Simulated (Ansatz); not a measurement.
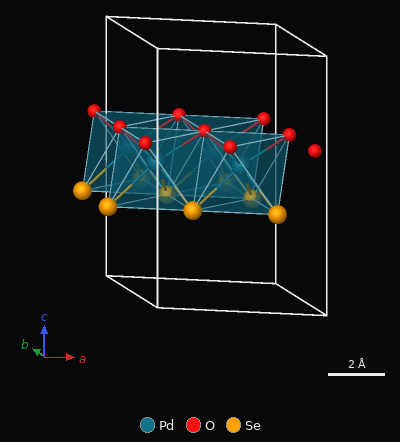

The structure as given in the input (polyhedral view of the 2 × 2 repeat of the cell, with the vacuum cut short, seen slightly off an axis; polyhedra are completed across the faces of the cell).

**Single-point calculation of PdSeO**

PdSeO (slab, 3 atoms in the cell), computed with DFT, PBE, plane waves, PAW, no spin polarisation (Ansatz 0.2.0).

The geometry comes from this level: r2SCAN (a point of a series of strains). It belongs to a series of runs on one base structure; here: shear_xy strain -1.5%. Figures and captions count atoms from 1; the log counts them from 0 in places.

Input
```yaml
crystal:
  lattice:
    - [3.1712613312, -0.02378446, 0.0]
    - [-1.6062286121, 2.7582851048, 0.0]
    - [0.0, 0.0, 29.7664869208]
  atoms:
    - { symbol: Pd, position: [0.2228019238, 0.7777687812, 0.3081361476] }
    - { symbol: O, position: [0.8922105565, 0.1111491447, 0.3431836287] }
    - { symbol: Se, position: [0.5516541864, 0.4444154074, 0.2557405722] }
  periodic: [true, true, false]
kpoints:
  mp_grid: { grid: [12, 12, 1] }
  band_path:
    path:
      - [0.0, 0.0, 0.0]
      - [0.5, 0.0, 0.0]
      - [0.3333333333, 0.3333333333, 0.0]
      - [0.2, 0.0, 0.0]
      - [0.125, 0.130208, 0.0]
    npoints: 1
hamiltonian:
  xc: pbe
scf:
  occupations: { method: fermi_dirac, width: 0.02 }
  n_extra_bands: 4
output:
  forces: true
  stress: true
  eigenvalues: true
  write_density: true
  write_potential: true
  elf: true
  volumetric_format: npy
```

Hardware: 4 threads of AMD EPYC (Zen 5), 32 GiB of memory available, shared host.

Run as:
```bash
ansatz run input.yaml --threads 4 --pin off --max-ram 5529MiB --backend cpu --events-out ev --progress --plain --runs-dir out
```

The program's output
```
scf.n_extra_bands = 4 over 20 filled bands (N_el = 40.0): the run solves 24 bands
Engine: ansatz 0.2.0, x86_64-unknown-linux-gnu
Pseudopotentials: kind: paw
Pseudopotential: Pd, paw, valence charge 18, recommended cutoff 420 eV (normal), Pd.paw.azcp
Pseudopotential: O, paw, valence charge 6, recommended cutoff 420 eV (normal), O.paw.azcp
Pseudopotential: Se, paw, valence charge 16, recommended cutoff 420 eV (normal), Se.paw.azcp
Functional definition: PBE
  parameter kappa = 0.804
  parameter beta = 0.06672455060314922
  exchange = pbe_x(kappa = kappa, mu = beta*pi^2/3)
  correlation = pbe_c(beta = beta)
Crystal: 3 atoms, lattice volume = 259.238 Å³
Basis set: ecut = 420 eV, 5049 PW (Γ), exchange–correlation on 48×48×400 points (8 copies of the dense FFT grid, shifted against one another)
Bands: 24, of which v1, the nominal top of the filled ones, is band 20 counted from 1 (19 counted from 0)
Symmetry: 1 space group operations
Space group: P1 (ITA 1), of the structure as read, at distance tolerance 6.4e-5 Å
k-points: 74 of 144 (time reversal used)
Non-local potential: Pd, projectors of the file, l = 0: 2, l = 1: 2, l = 2: 2, l = 3: 1
Non-local potential: O, projectors of the file, l = 0: 2, l = 1: 2, l = 2: 1
Non-local potential: Se, projectors of the file, l = 0: 2, l = 1: 2, l = 2: 3, l = 3: 1
PAW form: soft (Blöchl's): semilocal exchange-correlation on the pseudo side does not see the compensation charge
PAW one-centre angular grid: Pd, 590 points (default); XC on 64 Gauss nodes
PAW one-centre angular grid: O, 110 points (default); XC on 64 Gauss nodes
PAW one-centre angular grid: Se, 590 points (default); XC on 64 Gauss nodes
Initial density: superposition of atomic densities (neutral atoms: chi_scale 0, normalization atom), corrected by the library's trained network
Initial wavefunctions: pseudopotential atomic-orbital guess
Functional: x = pbe(κ = 0.804, μ = 0.2195149727645171), c = pbe(β = 0.06672455060314922)
SCF iter   1: F=—  HF=-13006.995098 eV  |F-HF|=—  |Δ(HF+E_count)|=         —  Δρ=5.09e-3  dr2=4.75e-2  ethr=1.77e-3  ⟨swp⟩=17.6  Hψ=15421  notcnv=0
preconditioner: auto → Resta (q_TF=auto, 1.998 Å⁻¹)  ε∞=2.3  [insulator: Δε(μ)=0.266 eV  Ē_g=9.606 eV  σ=0.020 eV  W_gap=1.00  n_scr=18 (ndim 8)  ℏωp=10.8 eV  f_vac=0.801  D(μ)=0.01/eV (n_scr^D=0)  ε∞_Penn≈2.3  vacuum switching on, ρ_ref=6.7e-3 e/Å³]
SCF iter   2: F=—  HF=-13006.999857 eV  |F-HF|=—  |Δ(HF+E_count)|=   4.76e-3  Δρ=4.71e-3  dr2=2.24e-1  ethr=1.19e-4  ⟨swp⟩=4.6  Hψ=4677  notcnv=0
SCF iter   3: F=—  HF=-13007.004881 eV  |F-HF|=—  |Δ(HF+E_count)|=   5.02e-3  Δρ=5.37e-3  dr2=3.32e-1  ethr=1.19e-4  ⟨swp⟩=4.2  Hψ=3422  notcnv=0
SCF iter   4: F=—  HF=-13006.992244 eV  |F-HF|=—  |Δ(HF+E_count)|=   1.26e-2  Δρ=2.70e-3  dr2=8.88e-2  ethr=1.19e-4  ⟨swp⟩=2.3  Hψ=2811  notcnv=0
SCF iter   5: F=—  HF=-13006.988074 eV  |F-HF|=—  |Δ(HF+E_count)|=   4.17e-3  Δρ=3.56e-4  dr2=9.15e-4  ethr=1.19e-4  ⟨swp⟩=3.4  Hψ=2583  notcnv=0
SCF iter   6: F=—  HF=-13006.988467 eV  |F-HF|=—  |Δ(HF+E_count)|=   3.93e-4  Δρ=1.97e-4  dr2=1.40e-4  ethr=2.29e-6  ⟨swp⟩=3.8  Hψ=3831  notcnv=0
SCF iter   7: F=—  HF=-13006.988456 eV  |F-HF|=—  |Δ(HF+E_count)|=   1.08e-5  Δρ=7.31e-5  dr2=2.14e-5  ethr=3.51e-7  ⟨swp⟩=3.4  Hψ=3672  notcnv=0
SCF iter   8: F=—  HF=-13006.988335 eV  |F-HF|=—  |Δ(HF+E_count)|=   1.21e-4  Δρ=1.80e-5  dr2=8.85e-7  ethr=5.35e-8  ⟨swp⟩=2.8  Hψ=2918  notcnv=0
iter 9 met the thresholds in force, and the SCF goes on: an eigenvalue changes by 19.34 meV, over its tolerance of 10.00 meV (output.eigenvalues, Limitations)
SCF iter   9: F=-13006.988335 eV  HF=-13006.988335 eV  |F-HF|=6.97e-9  |Δ(HF+E_count)|=   5.94e-8  Δρ=4.63e-6  dr2=8.63e-8  ethr=2.50e-10  ⟨swp⟩=18.1  Hψ=20741  notcnv=0
iter 10 met the thresholds in force, and the SCF goes on: an eigenvalue changes by 10.02 meV, over its tolerance of 10.00 meV (output.eigenvalues, Limitations)
SCF iter  10: F=-13006.988335 eV  HF=-13006.988335 eV  |F-HF|=8.27e-9  |Δ(HF+E_count)|=   4.67e-8  Δρ=1.32e-6  dr2=6.56e-9  ethr=2.16e-10  ⟨swp⟩=12.8  Hψ=15289  notcnv=0
Mixer restart at iter 10: flushing history
SCF iter  11: F=-13006.988334 eV  HF=-13006.988335 eV  |F-HF|=1.53e-6  |Δ(HF+E_count)|=   9.16e-8  Δρ=1.07e-5  dr2=1.57e-6  ethr=1.64e-11  ⟨swp⟩=3.0  Hψ=3658  notcnv=0  κ⁻¹=1.0e0(r=1)
SCF iter  12: F=-13006.988335 eV  HF=-13006.988335 eV  |F-HF|=4.42e-9  |Δ(HF+E_count)|=   7.73e-8  Δρ=8.77e-7  dr2=4.05e-9  ethr=1.64e-11  ⟨swp⟩=12.0  Hψ=16009  notcnv=0
SCF 1 converged in 12 iterations: F = -13006.988335 eV  dr2 = 4.05e-9
  greatest PAW one-centre occupation: 1.000 electrons in one spin orbital (limit 2), on the Se atom at site 2 (counted from 0), in its partial waves of l = 2
```

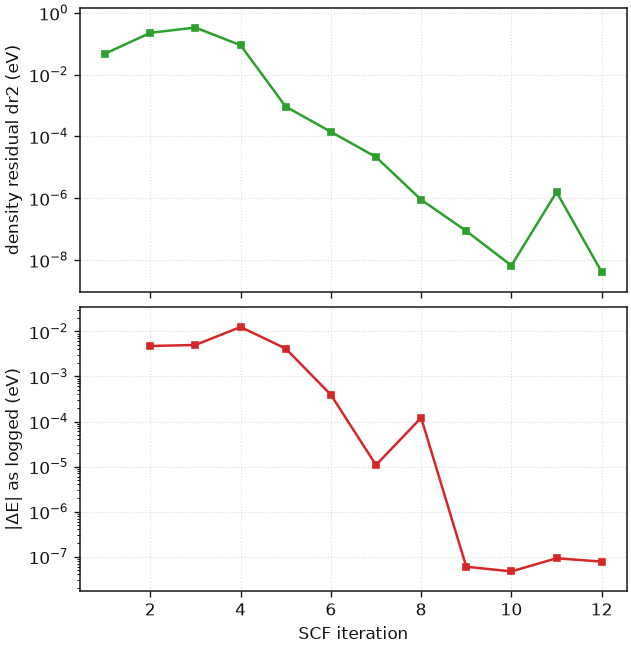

Convergence of the self-consistent field: density residual dr2 and size of the energy change against the SCF iteration. The residual falls unevenly and jumps up by a factor of two or more 2 times on the way down.

```
NSCF: frozen V_eff on 5 k-points
SCF converged after 12 iterations
an eigenvalue changed by more than its tolerance at an iteration that met the thresholds in force, so the SCF went on 2 times, its first undamped step at iteration 10: the last check found none over its tolerance
Free energy (F): -13006.988335 eV
Harris-Foulkes:  -13006.988335 eV  (|F-HF|=4.42e-9)
Internal energy: -13006.988286 eV  (E = F + TS)
E sigma→0 (E₀):  -13006.988311 eV
Entropy (-TS):   -0.000049 eV (-0.016 meV/atom)
Fermi energy:    -6.170939 eV
--- Per-component energies (eV) ---
  E_band       = -1329.182419
  E_kinetic    = 803.472767
  E_local      = -107976.267384  (includes V_loc(G=0)·N_el)
  E_nonlocal   = -330.502182
  E_hartree    = 53360.237237
  E_xc         = -346.165917
  E_vxc        = -403.304990  (∫ρ·V_xc dr)
  E_paw        = -5817.493315  (= ΣΔE_a)
  E_vpaw       = -143.053402  (= ΣTr[D̂ρ^β])
  E_aug_tail   = 0.001890  (compensation charges beyond the density's cutoff)
  E_ewald      = 47299.728618
  E_smearing   = -0.000049  (= −TS)
  E_closure    = 0.000000  (closes the sum)
  Σ components = -13006.988335   (vs F -13006.988335, Δ=0.00e0)
--- Forces (eV/Å), atoms counted from 1 ---
  atom   1  Pd     0.00155119     0.00042078     0.12214821
  atom   2  O      0.00341100    -0.00035577     0.31425370
  atom   3  Se    -0.00496306    -0.00006444    -0.43639376
  max |Σ_I F_I| component: 8.14e-6 eV/Å
--- 2D stress c σ (N/m, compression-positive) ---
        6.797570       0.284215       0.000000
        0.284215       6.797283       0.000000
        0.000000       0.000000       0.000000
  P = ½ c Tr σ = 6.7974 N/m
--- Band table (eV; the first three rows and the last of 74) ---
  k-point 0: bands = ["-91.6123", "-57.3434", "-57.2823", "-57.2688", "-54.3526", "-54.3520", "-54.3222", "-54.3219", "-54.3137", "-23.7434", "-20.9754", "-12.1778", "-11.6913", "-11.6146", "-9.4098", "-9.3364", "-9.2039", "-6.8877", "-6.4973", "-6.4039", "-3.4259 (-3.4259°)", "-3.3681 (-3.3681°)", "-2.2113", "-1.1132"]
  k-point 1: bands = ["-91.6119", "-57.3429", "-57.2853", "-57.2717", "-54.3524", "-54.3518", "-54.3222", "-54.3219", "-54.3135", "-23.7092", "-20.9042", "-12.1824", "-11.6264", "-11.5679", "-9.5107", "-9.4218", "-9.1021", "-7.1348", "-6.4461", "-6.3760", "-3.9370", "-3.5184", "-2.0479", "-0.9586"]
  k-point 2: bands = ["-91.6110", "-57.3416", "-57.2953", "-57.2776", "-54.3522", "-54.3508", "-54.3223", "-54.3219", "-54.3127", "-23.6201", "-20.6900", "-12.1900", "-11.4607", "-11.4023", "-9.9076", "-9.5529", "-8.9533", "-7.5097", "-6.4318", "-6.3609", "-4.9499", "-3.7826", "-1.6047", "-0.5187"]
  k-point 73: bands = ["-91.6075", "-57.3499", "-57.3353", "-57.2862", "-54.3521", "-54.3465", "-54.3225", "-54.3214", "-54.3097", "-23.3343", "-19.3727", "-13.1135", "-11.4200", "-11.2661", "-10.0871", "-9.6325", "-8.6946", "-8.0626", "-7.6672", "-7.5402", "-4.5268", "-4.0902", "-0.6237", "0.6940"]
  ° read free of the cell's end (the report's vacuum.weakly_bound_levels)
```

File bands.tsv
```
# k_distance	band_0	band_1	band_2	band_3	band_4	band_5	band_6	band_7	band_8	band_9	band_10	band_11	band_12	band_13	band_14	band_15	band_16	band_17	band_18	band_19	band_20	band_21	band_22	band_23
# fermi_ev = -6.170939
# lock_threshold_ev = 1e-6
# [0, 0, 0] at k_distance = 0.000000
# [0.5, 0, 0] at k_distance = 1.151400
# [0.3333333333, 0.3333333333, 0] at k_distance = 1.807582
# [0.2, 0, 0] at k_distance = 2.763947
# [0.125, 0.130208, 0] at k_distance = 3.021108
# levels_relative_to = fermi_ev
# free_energy_ev = -13006.988335
# largest_residual_norms_ev = 7.093e-4 1.050e-3 1.118e-3 1.243e-3 1.292e-3 1.253e-3 1.416e-3 1.409e-3 1.510e-3 1.840e-3 1.722e-3 1.527e-3 2.142e-3 2.047e-3 1.041e-3 2.467e-3 1.236e-3 2.371e-3 2.547e-3 1.837e-3 2.298e-3 2.148e-3 2.160e-3 4.195e-3
0.000000	-85.441339	-51.172471	-51.111363	-51.097849	-48.181621	-48.181052	-48.151265	-48.151009	-48.142803	-17.572480	-14.804503	-6.006815	-5.520407	-5.443654	-3.238813	-3.165499	-3.032986	-0.716806	-0.326376	-0.232977	2.745026	2.802790	3.959591	5.057736
1.151400	-85.436070	-51.171771	-51.163218	-51.129138	-48.180796	-48.175250	-48.151443	-48.150730	-48.138518	-17.152583	-13.108553	-6.944274	-5.234454	-5.193438	-3.936561	-3.389626	-2.533575	-1.867243	-1.628176	-1.282610	1.703400	1.999652	5.609022	6.648544
1.807582	-85.435672	-51.165353	-51.157975	-51.148025	-48.178470	-48.176896	-48.151121	-48.150928	-48.138371	-17.115493	-12.893872	-6.213520	-5.452055	-5.144801	-4.341516	-3.757510	-3.086195	-2.016090	-1.546037	-1.018747	0.102568	2.230220	6.968512	7.791664
2.763947	-85.439519	-51.169890	-51.124411	-51.115952	-48.180958	-48.179396	-48.151199	-48.151067	-48.141352	-17.402789	-14.384624	-6.001622	-5.257084	-5.119336	-3.960335	-3.453712	-2.747704	-1.388232	-0.334657	-0.252669	0.924354	2.251242	4.822462	5.912182
3.021108	-85.439186	-51.169367	-51.128986	-51.117144	-48.180878	-48.179055	-48.151292	-48.150968	-48.141083	-17.373672	-14.294052	-5.982194	-5.258925	-5.052722	-3.861343	-3.752542	-2.686212	-1.469627	-0.609440	-0.116794	1.058093	1.821372	5.005213	6.095166
```

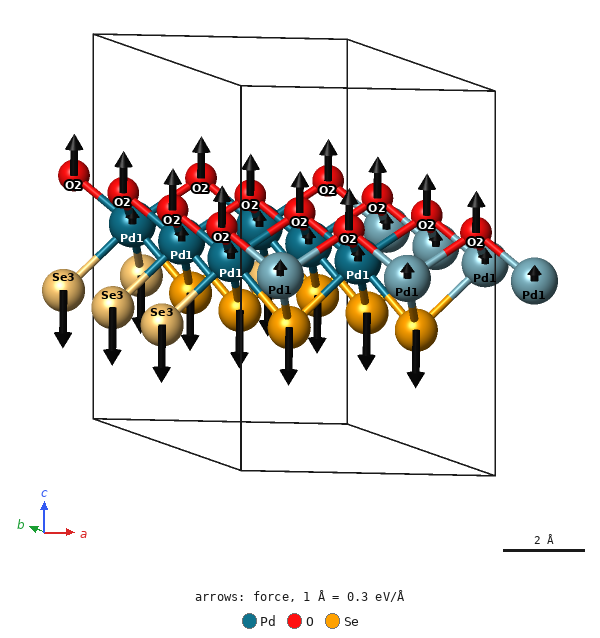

Forces on the atoms as black arrows (ball-and-stick view of the 2 × 3 repeat of the cell, with the vacuum cut short, seen slightly off an axis; neighbours outside the cell are drawn fainter; atoms are numbered from 1 in the order of the input). The largest act on Se3 (0.44 eV/Å); O2 (0.31 eV/Å). The geometry is not a stationary point of this energy.

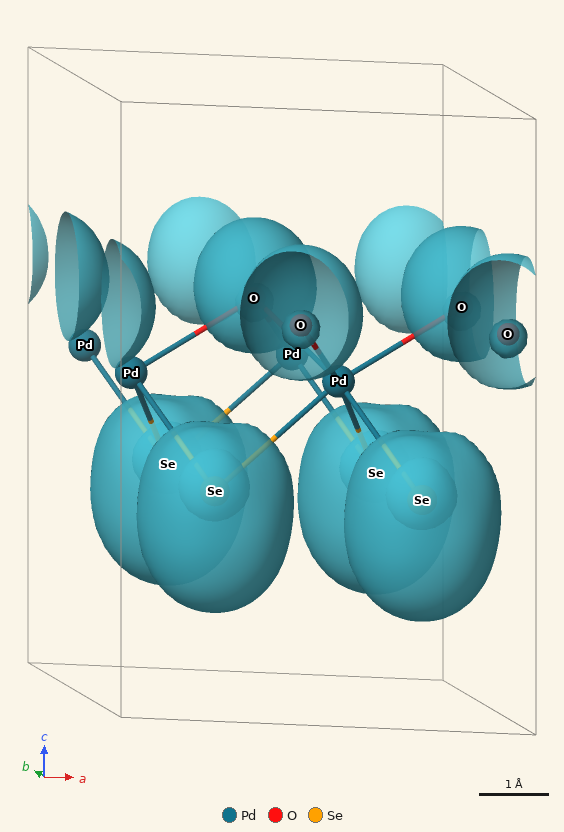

Isosurface of the ELF at 0.6 (cyan), seen slightly off an axis. Core shells and regions of very low density are left out. Sticks mark near contacts. Counts are for one cell; the picture repeats the cell along the surface. Profiles from the grid: Pd–O (2.10 Å): the ELF is about 0.20 at the midpoint. Pd–Se (2.40 Å): the ELF is about 0.45 at the midpoint. The fields are those of the smooth PAW valence density.

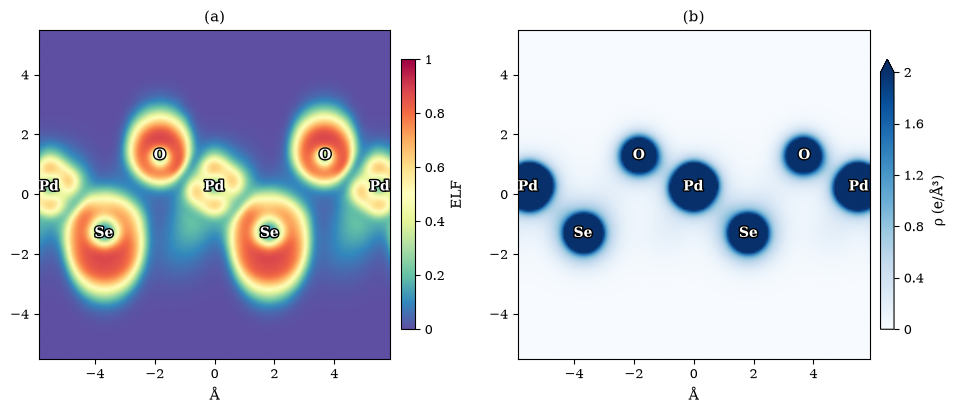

(a) electron localisation function; (b) valence electron density on the (110) plane of the calculation cell, a cut from vacuum to vacuum. Atoms in the plane: Pd, O and Se. Pd–O (2.11 Å): the density is about 0.65 e/Å³ at the midpoint; the ELF is about 0.20 at the midpoint. Pd–Se (2.40 Å): the density is about 0.61 e/Å³ at the midpoint; the ELF is about 0.45 at the midpoint. The density dies away to nearly zero in the vacuum. The strong features right at Pd lie inside the PAW spheres (semicore, d or f shells) and say nothing about bonding.

Key numbers

| quantity | value |
| --- | --- |
| outcome | converged |
| electrons treated | 40 |
| free energy | −13006.9883 eV |
| Fermi energy | −6.171 eV |
| band gap | 0.22 eV |
| largest force (length of the vector) | 0.436 eV/Å |
| wall time | 6.8 s (CPU time 26 s) |
| peak memory | 0.83 GiB |
